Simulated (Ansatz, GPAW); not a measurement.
# Au3IO (model structure): optical spectrum from first principles, part 2 of 3

Wanted: where Au3IO (model structure) starts to absorb, how strongly, and its refractive index. The structure is a model built here, which may or may not match a known phase. It was built so: All Ag replaced by Au and S replaced by O in the R3 structure of Ag3SI. The cell is first relaxed with Ansatz.

GPAW 26.7.0; DFT, PBE, plane-wave PAW (GPAW data sets), scalar-relativistic, RPA, optical limit.

So far: The structure; Relaxation.

## (3) Ground state

The self-consistent density comes first; it also tells whether there is a gap, which decides the occupations and the need for a Drude term.

This step: DFT, PBE, plane-wave PAW (GPAW data sets), scalar-relativistic, ground state (GPAW 26.7.0).

Input file gs.py:

```python
from ase import Atoms
from ase.dft.bandgap import bandgap
from gpaw import GPAW, PW, FermiDirac

atoms = Atoms(['Au', 'Au', 'Au', 'I', 'O'],
              cell=[[3.68655788, 2.12843518, 2.54074417],
                    [-3.68655788, 2.12843518, 2.54074417],
                    [0.00000000, -4.25687037, 2.54074417]],
              scaled_positions=[[0.91843890, 0.91843521, 0.36684888],
                                [0.91843521, 0.36684888, 0.91843890],
                                [0.36684888, 0.91843890, 0.91843521],
                                [0.59329429, 0.59329429, 0.59329429],
                                [0.17188272, 0.17188272, 0.17188272]],
              pbc=[True, True, True])
atoms.calc = GPAW(mode=PW(400), xc='PBE', kpts={'size': (5, 5, 5), 'gamma': True},
                  occupations=FermiDirac(0.05), maxiter=150, txt='gs.txt')
print('energy (eV)', atoms.get_potential_energy())
print('Fermi level (eV)', atoms.calc.get_fermi_level())
print('valence electrons', atoms.calc.get_number_of_electrons())
print('gap (eV)', bandgap(atoms.calc, output=None)[0])
print('direct gap (eV)', bandgap(atoms.calc, direct=True, output=None)[0])
atoms.calc.write('gs.gpw')
```

The run is started by

```
> OMP_NUM_THREADS=1 python gs.py
```

Numbers of over 12 decimals in the logs are rounded to 6 here.

Log:

```text
__  _  _
 | _ |_)|_||  |
 |__||  | ||/\| - 26.7.0

Versions:
  Python: 3.12.14
  ASE:    3.29.0
  Numpy:  2.5.5
  Scipy:  1.18.1
  Libxc:  7.0.0

Input parameters:
  mode=PW(ecut=400.0),
  kpts=MonkhorstPack(size=(5, 5, 5), gamma=True),
  maxiter=150,
  occupations=Occupations(name='fermi-dirac', width=0.05, fixmagmom=False),
  xc=XC(name='PBE')

Diagonalizing LCAO Hamiltonian
Converting LCAO to pw mode

               Au

       Au        Au
             I

             O

Atoms  # Å, Bohr magnetons
|   | symbol |         x |         y |        z |    initial magnetic moments |
| 0 |     Au |  0.000014 |  2.348039 | 5.599096 | ( 0.0000,  0.0000,  0.0000) |
| 1 |     Au |  2.033455 | -1.174031 | 5.599096 | ( 0.0000,  0.0000,  0.0000) |
| 2 |     Au | -2.033469 | -1.174008 | 5.599096 | ( 0.0000,  0.0000,  0.0000) |
| 3 |      I |  0.000000 | -0.000000 | 4.522227 | ( 0.0000,  0.0000,  0.0000) |
| 4 |      O |  0.000000 | -0.000000 | 1.310130 | ( 0.0000,  0.0000,  0.0000) |

Unit cell  # Å
| periodic |         x |         y |        z |  lengths |    angles |
|      yes |  3.686558 |  2.128435 | 2.540744 | 4.957452 | 96.084787 |
|      yes | -3.686558 |  2.128435 | 2.540744 | 4.957452 | 96.084787 |
|      yes |  0.000000 | -4.256870 | 2.540744 | 4.957452 | 96.084787 |

Number of symmetries: 1
Symmetry operations  # r_c * U_cc + t_c -> r_c
|   | kind |            matrix            |
| 0 |  E   |  1, 0, 0,  0, 1, 0,  0, 0, 1 |

BZ-sampling:
  Number of BZ points: 125
  Number of IBZ points: 63

  Monkhorst-Pack size: [5, 5, 5]
  Monkhorst-Pack shift: [0, 0, 0]

K-points  # in reciprocal-cell coordinates
|     |                                coordinates |     weight |
|   0 | (  0.00000000,   0.00000000,   0.00000000) | 0.00800000 |
|   1 | (  0.00000000,   0.00000000,   0.20000000) | 0.01600000 |
|   2 | (  0.00000000,   0.00000000,   0.40000000) | 0.01600000 |
|   3 | (  0.00000000,   0.20000000,  -0.40000000) | 0.01600000 |
|   4 | (  0.00000000,   0.20000000,  -0.20000000) | 0.01600000 |
|   5 | (  0.00000000,   0.20000000,   0.00000000) | 0.01600000 |
|   6 | (  0.00000000,   0.20000000,   0.20000000) | 0.01600000 |
|   7 | (  0.00000000,   0.20000000,   0.40000000) | 0.01600000 |
|   8 | (  0.00000000,   0.40000000,  -0.40000000) | 0.01600000 |
|   9 | (  0.00000000,   0.40000000,  -0.20000000) | 0.01600000 |
| ... |                                            |            |
|  62 | (  0.40000000,   0.40000000,   0.40000000) | 0.01600000 |

Plane wave coefficients: 2185
Cutoff: 400.0 eV

Spin-components: 1 (collinear spins)
Bands:           32
Projectors:      28
Spin-degeneracy: 2
Datatype:        complex128

Parallelization:
  kpt:    1
  domain: 1
  band:   1

Density:
  Valence electrons: 46.0
  Components: 1
  Grid points: [24 24 24]
  Charge: 0.0  # |e|

Potential:
  Grid points: [24 24 24]

species:
  Au:
    name:    Gold
    id:
    Z:       79.0
    valence: 11
    core:    68
    charge:  0.0  # [|e|]
    compensation charges:
      type: gauss
      rc: 0.42  # [Å]
      lmax: 2
    cutoffs:
      filter: 2.33  # [Å]
      core: 2.81  # [Å]
    projectors
    | kind |    occ | energy [eV] | rcut [Å] |
    |   6s |  1.000 |      -5.728 |    1.323 |
    |   6p |  0.000 |      -0.775 |    1.323 |
    |   5d | 10.000 |      -6.891 |    1.323 |
    |    s |        |      21.484 |    1.323 |
    |    p |        |      26.436 |    1.323 |
    |    d |        |      20.321 |    1.323 |

    Using partial waves for Au as LCAO basis

  I:
    name:    Iodine
    id:
    Z:       53.0
    valence: 7
    core:    46
    charge:  0.0  # [|e|]
    compensation charges:
      type: gauss
      rc: 0.37  # [Å]
      lmax: 2
    cutoffs:
      filter: 2.06  # [Å]
      core: 2.90  # [Å]
    projectors
    | kind |    occ | energy [eV] | rcut [Å] |
    |   5s |  2.000 |     -17.382 |    1.164 |
    |   5p |  5.000 |      -7.088 |    1.164 |
    |    s |        |       9.829 |    1.164 |
    |    p |        |      20.123 |    1.164 |
    |    d |        |       0.000 |    1.164 |

    Using partial waves for I as LCAO basis

  O:
    name:    Oxygen
    id:
    Z:       8.0
    valence: 6
    core:    2
    charge:  0.0  # [|e|]
    compensation charges:
      type: gauss
      rc: 0.21  # [Å]
      lmax: 2
    cutoffs:
      filter: 1.17  # [Å]
      core: 0.83  # [Å]
    projectors
    | kind |    occ | energy [eV] | rcut [Å] |
    |   2s |  2.000 |     -23.961 |    0.688 |
    |   2p |  4.000 |      -9.029 |    0.598 |
    |    s |        |       3.251 |    0.688 |
    |    p |        |      18.182 |    0.598 |
    |    d |        |       0.000 |    0.619 |

    Using partial waves for O as LCAO basis

Reference energy: -1745376.461295  # eV

eigensolver:
  PPCG
  Converge bands: occupied
  niter=2

density mixing:
  MSR1-Mixer
  Pratt-step length: 0.05
  Maximum mixing coefficient: 0.75
  Old densities: 10
  SVD Regularization: 0.005
  Good broyden scale: 1.0
  Trust region scale: 1.0
  Backstep threshold: 4.0
  History deletion threshold: 6.0
  Fourier metric: weight=20.0, sigma=0.015

occupation numbers:
  Fermi-Dirac:
    width: 0.0500  # eV

poisson solver:
  ecut: 3200.0  # eV

xc functional:
  name: PBE with 2 nearest neighbor stencil

convergence criteria:
- Maximum [total energy] change in last 3 cyles: 0.0005 eV / valence electron
- Maximum integral of absolute [dens]ity change: 0.0001 electrons / valence electron
- Maximum integral of absolute [eigenst]ate change: 4e-08 eV^2 / valence electron
maximum number of iterations: 150

SCF iterations
|iter     |      energy | eigst |  dens |
|iter:   1||  -15.881505 | -0.17 |       |
|iter:   2||  -15.233630 | -2.11 | -1.07 |
|iter:   3||  -13.836866 | -1.35 | -1.12 |
|iter:   4||  -13.807279 | -2.55 | -1.65 |
|iter:   5||  -13.786000 | -2.86 | -1.91 |
|iter:   6||  -13.782633 | -3.72 | -2.32 |
|iter:   7||  -13.782614c| -4.94 | -2.91 |
|iter:   8||  -13.782625c| -6.01 | -3.38 |
|iter:   9||  -13.782625c| -7.07 | -4.04c|
|iter:  10||  -13.782625c| -7.45c| -4.66c|

Converged in 10 steps
SCF loop duration: 67.789 s (6.779 s/step)
Energy contributions relative to reference atoms: (reference = -1745376.461295)

Energy contributions:
  Kinetic:         -18.485893
  Coulomb:          15.101013
  Zero:              0.213727
  External:          0.000000
  Xc:              -10.611473
  Entropy:          -0.000000
  Spinorbit:         0.000000
  ----------------------------
  Free energy:     -13.782625
  Extrapolated:    -13.782625

dipole moment: (0.000000, -0.000002, 29.804191)  # |e|*Ang

Fermi level: 5.239
Eigenvalues  # (at kpt = [0.000, 0.000, 0.000])
| band index |      eig [eV] | occ [0-2] |
|          0 |       -13.942 |     2.000 |
|        ... |               |           |
|         15 |         2.079 |     2.000 |
|         16 |         2.216 |     2.000 |
|         17 |         2.398 |     2.000 |
|         18 |         2.398 |     2.000 |
|         19 |         2.903 |     2.000 |
|         20 |         2.964 |     2.000 |
|         21 |         4.531 |     2.000 |
|         22 |         4.531 |     2.000 |
|         23 |         5.893 |     0.000 |
|         24 |         6.846 |     0.000 |
|         25 |         6.846 |     0.000 |
|         26 |         9.792 |     0.000 |
|         27 |         9.792 |     0.000 |
|         28 |        11.477 |     0.000 |
|         29 |        13.333 |     0.000 |
|         30 |        13.661 |     0.000 |
|         31 |        13.732 |     0.000 |

Gap: 1.362 eV
Transition (v -> c):
  (s=0, k=0, n=22, [0.00, 0.00, 0.00]) -> (s=0, k=0, n=23, [0.00, 0.00, 0.00])
No difference between direct/indirect transitions

--- standard output ---
energy (eV) -13.782625
Fermi level (eV) 5.238550
valence electrons 46.0
gap (eV) 1.362188
direct gap (eV) 1.362188
```

Run time: 72 s. Hardware: 1 thread of Arm Neoverse V2, shared host; peak memory 0.25 GiB.

Read-outs, printed or worked out from the files:

- energy: -13.78 eV
- Fermi energy: 5.239 eV
- gap on the k-mesh: 1.362 eV
- direct gap on the mesh: 1.362 eV
- electrons: 46

There is a gap, 1.36 eV on this mesh (points off the mesh can give less), so no carriers' term is needed.

## (4) Bands for the response

At the fixed density, many empty bands are solved on the mesh of the response, since the spectrum sums over them.

This step: DFT, PBE, plane-wave PAW (GPAW data sets), scalar-relativistic, bands at fixed density (GPAW 26.7.0).

Input file nscf.py:

```python
from ase.dft.bandgap import bandgap
from gpaw import GPAW, FermiDirac

calc = GPAW('gs.gpw').fixed_density(kpts={'size': (6, 6, 6), 'gamma': True}, nbands=53, convergence={'bands': 47},
                                    occupations=FermiDirac(0.001), txt='nscf.txt')
print('gap (eV)', bandgap(calc, output=None)[0])
print('direct gap (eV)', bandgap(calc, direct=True, output=None)[0])
calc.write('full.gpw', mode='all')
```

The run is started by

```
> OMP_NUM_THREADS=1 python nscf.py
```

Log:

```text
Diagonalizing LCAO Hamiltonian
Converting LCAO to pw mode
convergence criteria:
- Maximum integral of absolute [eigenst]ate change: 4e-08 eV^2 / valence electron
maximum number of iterations: 150

SCF iterations
|iter     |      energy | eigst |  dens |
|iter:   1||             | +2.72 |       |
|iter:   2||             | +1.62 |       |
|iter:   3||             | +0.67 |       |
|iter:   4||             | -0.38 |       |
|iter:   5||             | -1.22 |       |
|iter:   6||             | -2.14 |       |
|iter:   7||             | -2.82 |       |
|iter:   8||             | -3.62 |       |
|iter:   9||             | -4.31 |       |
|iter:  10||             | -5.09 |       |
|iter:  11||             | -5.75 |       |
|iter:  12||             | -6.46 |       |
|iter:  13||             | -7.02 |       |
|iter:  14||             | -7.57c|       |
SCF steps: 14
  __  _  _
 | _ |_)|_||  |
 |__||  | ||/\| - 26.7.0

Versions:
  Python: 3.12.14
  ASE:    3.29.0
  Numpy:  2.5.5
  Scipy:  1.18.1
  Libxc:  7.0.0

Input parameters:
  mode=PW(ecut=400.0),
  convergence={'bands': 47},
  gpts=array([24, 24, 24]),
  kpts=MonkhorstPack(size=(6, 6, 6), gamma=True),
  maxiter=150,
  nbands=53,
  occupations=Occupations(name='fermi-dirac', width=0.001, fixmagmom=False),
  parallel={},
  xc=XC(name='PBE')

--- standard output ---
gap (eV) 1.301819
direct gap (eV) 1.362188
```

Run time: 4.5 min. Hardware: 1 thread; peak memory 0.45 GiB.

Numbers from this step:

```
gap on the k-mesh : 1.302 eV
```

## (5) Dielectric function, RPA

Local fields let the induced charge screen the field inside the cell, which as a rule lowers ε, most along directions where the density is uneven.

This step: DFT, PBE, plane-wave PAW (GPAW data sets), scalar-relativistic, RPA, optical limit (GPAW 26.7.0).

Input file df.py:

```python
from gpaw.response.df import DielectricFunction

df = DielectricFunction('full.gpw', frequencies={'type': 'nonlinear', 'domega0': 0.03, 'omega2': 8},
                        ecut=30,
                        eta=0.05,
                        nbands=47,
                        txt='df.txt')
for direction in ['x', 'z']:
    df.get_dielectric_function(xc='RPA', direction=direction, filename=f'df_{direction}.csv')
```

The run is started by

```
> OMP_NUM_THREADS=1 python df.py
```

Log:

```text
Using integrator: PointIntegrator
NonLinearFrequencyDescriptor(from 0.000 to 37.778 eV, 427 points)
Nonperiodic BCs:  [False False False]
Using integrator: PointIntegrator
NonLinearFrequencyDescriptor(from 0.000 to 37.778 eV, 427 points)
Nonperiodic BCs:  [False False False]

Calculating chi0 body with:
    Ground state adapter containing:
    Number of spins: 1
    Number of kpoints: 216
    Number of irreducible kpoints: 112
    Number of completely occupied states: 23
    Number of partially occupied states: 23

    Linear response parametrization:
    q_c: [0.0, 0.0, 0.0]
    Number of frequency points: 427
    Planewave cutoff: 30.0
    Number of bands: 47
    Number of planewaves: 45
    Broadening (eta): 0.05

Integrating chi0 body.

Symmetries of q_c:
    Direct symmetries (Uq -> q): 1
    Indirect symmetries (TUq -> q): 1
In total 2 allowed symmetries.

112 groups of equivalent kpoints. 48.148148% reduction.

Integral kind: spectral function

Calculating chi0 optical extensions with:
    Ground state adapter containing:
    Number of spins: 1
    Number of kpoints: 216
    Number of irreducible kpoints: 112
    Number of completely occupied states: 23
    Number of partially occupied states: 23

    Linear response parametrization:
    Number of frequency points: 427
    Planewave cutoff: 30.0
    Number of bands: 47
    Number of planewaves: 45
    Broadening (eta): 0.05
Integrating chi0 head and wings.

Symmetries of q_c:
    Direct symmetries (Uq -> q): 1
    Indirect symmetries (TUq -> q): 1
In total 2 allowed symmetries.

112 groups of equivalent kpoints. 48.148148% reduction.

Integral kind: spectral function wings
```

The job ended after 35 s (1 thread; peak memory 0.32 GiB).

This step gave:

- electronic dielectric constant ε∞, mean over x, y and z (by symmetry where fewer were run): 7.586

Some rows of df_x.csv (energy; Re and Im without local fields; Re and Im with them):

```text
0.000000, 8.652450, -0.000000, 7.889541, -0.000000
0.366838, 8.739060, 0.024143, 7.966326, 0.021398
0.747880, 9.038690, 0.056918, 8.231642, 0.050346
1.143969, 9.709160, 0.123492, 8.823038, 0.108522
1.556014, 11.358604, 1.015669, 10.252958, 0.876131
1.984998, 9.677972, 4.601780, 8.932350, 4.142603
2.431988, 10.350724, 5.026136, 9.431525, 4.533420
2.898142, 14.608227, 7.221120, 13.239987, 6.516686
3.384719, 7.177741, 8.935787, 6.664874, 7.957391
3.893091, 4.959502, 12.598970, 4.719273, 11.710204
4.424758, 3.383760, 10.064580, 3.109469, 8.885161
4.981356, 0.670583, 7.562794, 0.457366, 6.582434
5.564682, -0.085802, 5.674456, -0.156758, 4.904246
6.176709, 0.560055, 6.069655, 0.768040, 5.223641
6.819608, -0.856994, 4.553241, -0.572517, 4.061029
7.495775, -0.834170, 5.040387, -0.204853, 4.273837
8.207861, -2.051860, 3.112179, -1.519390, 2.938099
8.958808, -1.080396, 2.263349, -0.653899, 2.083517
9.751884, -0.726494, 1.724149, -0.403149, 1.529709
10.590737, -0.356364, 1.710932, -0.025263, 1.505515
11.479449, -0.161195, 1.546997, 0.098086, 1.451477
12.422601, -0.269831, 1.474177, 0.048599, 1.372308
13.425354, 0.105938, 1.220974, 0.287395, 1.118628
```

The Im ε has structure finer than the step of the table below, so its rows give means over 0.5 eV, whole bins alone (the curve runs from 0 to 13.7 eV). Peaks (eV: height): E ∥ x 1.95: 4.60, 2.36: 5.42, 3.14: 13.0, 3.89: 11.7, 4.52: 9.70, 6.33: 5.66; E ∥ z 1.95: 3.77, 2.36: 7.83, 2.66: 7.87, 3.22: 13.3, 3.59: 11.5, 4.42: 8.85, 5.03: 6.80.

Sum at mesh points, not converged in k; values under the direct gap are tails of Lorentzian lines. The Im ε by photon energy; means over each step:

| photon energy (eV) | E ∥ x | E ∥ z |
| --- | --- | --- |
| 0.5 | 0.0310 | 0.0286 |
| 1.0 | 0.0854 | 0.0778 |
| 1.5 | 0.579 | 0.534 |
| 2.0 | 3.09 | 2.49 |
| 2.5 | 4.63 | 6.35 |
| 3.0 | 8.25 | 7.40 |
| 3.5 | 9.39 | 10.1 |
| 4.0 | 9.85 | 5.13 |
| 4.5 | 8.73 | 7.26 |
| 5.0 | 7.25 | 5.29 |
| 5.5 | 5.40 | 3.25 |
| 6.0 | 4.56 | 2.97 |
| 6.5 | 4.59 | 2.92 |
| 7.0 | 3.65 | 2.29 |
| 7.5 | 3.99 | 1.88 |
| 8.0 | 3.56 | 2.01 |
| 8.5 | 2.43 | 1.75 |
| 9.0 | 2.25 | 1.71 |
| 9.5 | 1.71 | 1.98 |
| 10.0 | 1.53 | 2.13 |
| 10.5 | 1.42 | 1.74 |
| 11.0 | 1.39 | 1.60 |
| 11.5 | 1.36 | 1.57 |
| 12.0 | 1.27 | 1.56 |
| 12.5 | 1.33 | 1.72 |
| 13.0 | 1.14 | 1.55 |

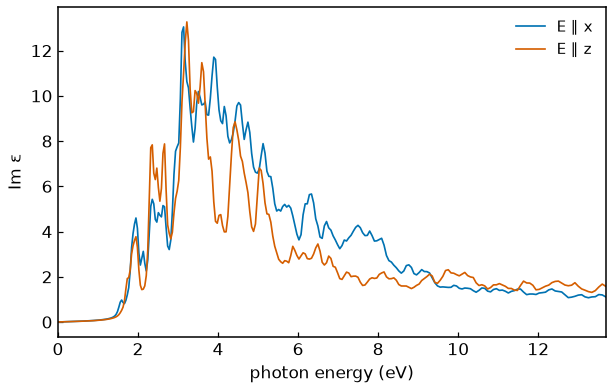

Im ε, plotted against photon energy.

(Continued in part 3 of 3.)

[Machine, clock and banner lines and Python warnings are left out of the logs.]

[Logs are printed without paths, hosts, clocks, repeated set-up lines and the standing remarks that a program may print on its own settings, such as how far it seeks lower states.]

[Hosts, paths, dates, database ids (printed as entryN), source tags and the programs' standing remarks are cut or masked in the printed files.]
